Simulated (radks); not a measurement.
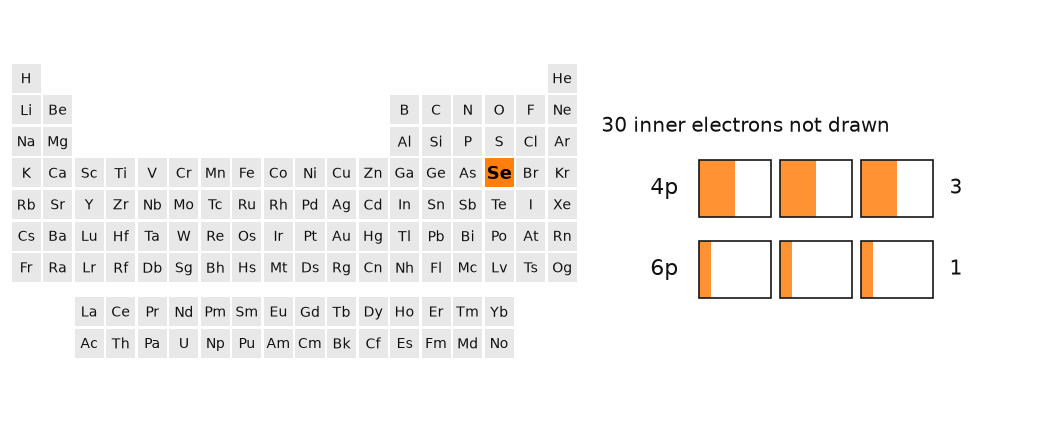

Left, the place of selenium in the periodic table; right, the outer shells as the input fills them: a box for each of the 2l + 1 orbitals, shaded by the share of the shell that is filled, with the electron count at the right.

## Atomic calculation, with input and output: Se

The neutral selenium atom in the configuration [Ar] 3d10 4s2 4p3 6p1 (high spin). Computed at this level: scalar-relativistic Kohn-Sham, PBE, spin-polarised, spherical densities, finite nucleus (the in-house radial solver radks).

## The input
```
Z 34
configuration [Ar] 3d10 4s2 4p3 6p1
relativity scalar-relativistic
functional pbe,pbe
spin polarised
nucleus finite rms 4.14 fm
c 137.035999084
```

Energies in input and log are in hartree, lengths in bohr (the nuclear radius in fm).

Hardware: 1 CPU thread, shared host.

## Output
```
1s      1   1.0000        -459.84879287
2s      1   1.0000         -59.35948813
2p      1   3.0000         -52.24779494
3s      1   1.0000          -8.14460612
3p      1   3.0000          -5.92067994
3d      1   5.0000          -2.25231762
4s      1   1.0000          -0.94429715
4p      1   3.0000          -0.52387638
6p      1   1.0000          -0.03140247
1s      2   1.0000        -459.84264925
2s      2   1.0000         -59.35649934
2p      2   3.0000         -52.24220050
3s      2   1.0000          -8.13654766
3p      2   3.0000          -5.91148183
3d      2   5.0000          -2.23930687
4s      2   1.0000          -0.84115330
4p      2   0.0000          -0.41996519
6p      2   0.0000           0.00010964
Etot -2429.675369911078
Ekin 2479.311060847057
Encl -5847.92449443111
Eh 1026.5791821716464
Exc -87.64111849867128
err 4.3846510129079405e-09
it 25
```

## Orbitals

```
orbital  occupation  energy (eV)  ⟨r⟩ (bohr)  outer maximum (bohr)
  1s up           1     −12513.1     0.04408                0.0288
1s down           1     −12513.0     0.04408                0.0288
  2s up           1      −1615.3      0.1959                 0.164
2s down           1      −1615.2      0.1959                 0.164
  2p up           3      −1421.7      0.1711                 0.132
2p down           3      −1421.6      0.1711                 0.132
  3s up           1     −221.626      0.5741                 0.502
3s down           1     −221.407      0.5739                 0.502
  3p up           3     −161.110      0.5897                 0.500
3p down           3     −160.860      0.5892                 0.500
  3d up           5      −61.289      0.6318                 0.453
3d down           5      −60.935      0.6280                 0.453
  4s up           1      −25.696       1.747                  1.50
4s down           1      −22.889       1.742                  1.48
  4p up           3      −14.255       2.105                  1.75
4p down           0      −11.428       2.150                  1.74
  6p up           1       −0.855       15.29                  15.6
```

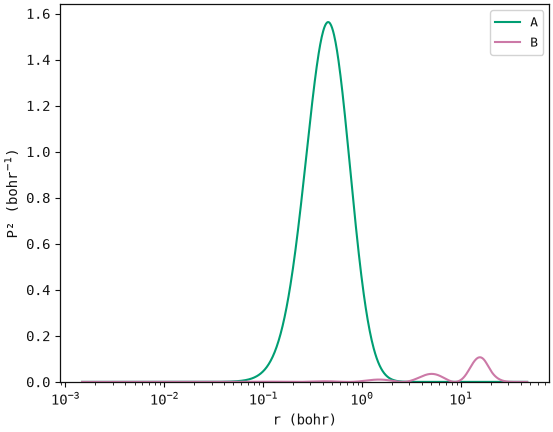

The radial probability densities P² of 3d up and 6p up. A is 3d up; B is 6p up. 3d up: outer maximum at 0.453 bohr, ⟨r⟩ = 0.632 bohr, 0 nodes, eigenvalue −61.3 eV; 6p up: outer maximum at 15.6 bohr, ⟨r⟩ = 15.3 bohr, 4 nodes, eigenvalue −0.855 eV.

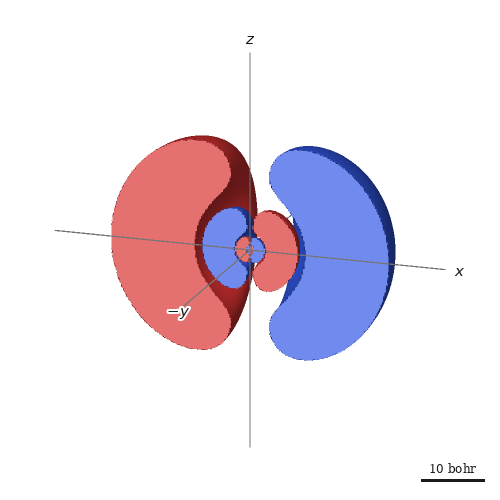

The 6p(x) orbital of up spin. The radial function comes from the spherical calculation and is multiplied by a real spherical harmonic; the overall sign is chosen so that the largest lobe of P(r) is positive; at the scalar-relativistic level it is the large component. The surface of constant |ψ| that holds about 90 % of the electron is drawn, blue where ψ is positive and red where it is negative, with the half in front of the xz plane cut away and the cut face painted. It has the nodal plane yz and 4 radial nodes, at r = 0.208, 0.724, 2.55 and 8.63 bohr. The outermost maximum of P² lies at 15.6 bohr, ⟨r⟩ = 15.3 bohr, 90 % of the charge lies within 21.0 bohr, and the eigenvalue is −0.855 eV, with 1 electron in the shell for this spin.

## Key numbers

- outcome: converged
- total energy: −2429.6754 hartree
- kinetic energy: 2479.3111 hartree
- electron–nucleus energy: −5847.9245 hartree
- Hartree energy: 1026.5792 hartree
- exchange–correlation energy: −87.641118 hartree
- radius at density 0.001 e/bohr³: 3.94 bohr
- SCF iterations: 25

## Remarks

This is an excited configuration.
